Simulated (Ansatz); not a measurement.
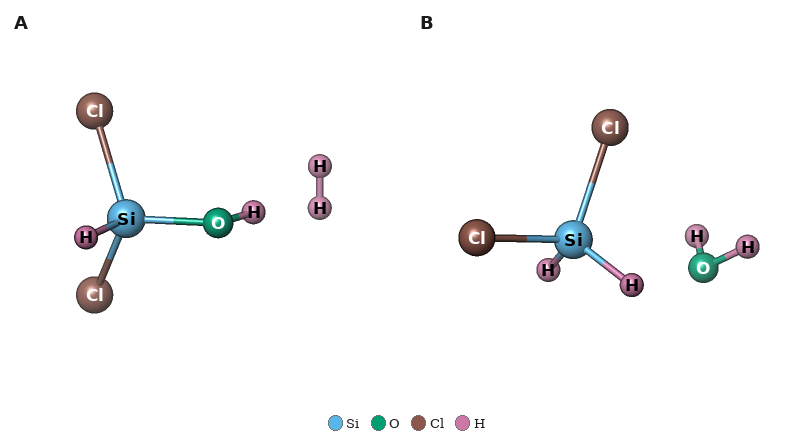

2 stationary structures of one formula. Geometries: PBE0-D4/def2-TZVP. Electronic energies: direct RPA on PBE orbitals (frozen core)/def2-TZVPP (Ansatz 0.2.0), without zero-point energy. Each is one conformer, not always the lowest.

> Which is lowest in energy, and by how much?

A is lowest (Cs, a minimum); B lies 18.1 kcal/mol above it (Cs, a minimum).

Give E(B) − E(A) in kcal/mol at these levels too: SPW92 (LDA)/def2-SVP; B2PLYP (frozen core)/def2-TZVPP; BLYP-D4/def2-TZVPP; ωB97X-V/def2-TZVPP; PBE-D4/STO-3G; RHF-CCSD(T) (frozen core)/def2-SVP; PBE-D4/def2-TZVPP; direct RPA on PBE orbitals (frozen core)/def2-TZVPP.

```json
{"level": "SPW92 (LDA)/def2-SVP", "E(B) − E(A) (kcal/mol)": "+15.2"}
{"level": "B2PLYP (frozen core)/def2-TZVPP", "E(B) − E(A) (kcal/mol)": "+19.4"}
{"level": "BLYP-D4/def2-TZVPP", "E(B) − E(A) (kcal/mol)": "+19.5"}
{"level": "ωB97X-V/def2-TZVPP", "E(B) − E(A) (kcal/mol)": "+18.4"}
{"level": "PBE-D4/STO-3G", "E(B) − E(A) (kcal/mol)": "+18.7"}
{"level": "RHF-CCSD(T) (frozen core)/def2-SVP", "E(B) − E(A) (kcal/mol)": "+13.5"}
{"level": "PBE-D4/def2-TZVPP", "E(B) − E(A) (kcal/mol)": "+17.8"}
{"level": "direct RPA on PBE orbitals (frozen core)/def2-TZVPP", "E(B) − E(A) (kcal/mol)": "+18.1"}
```
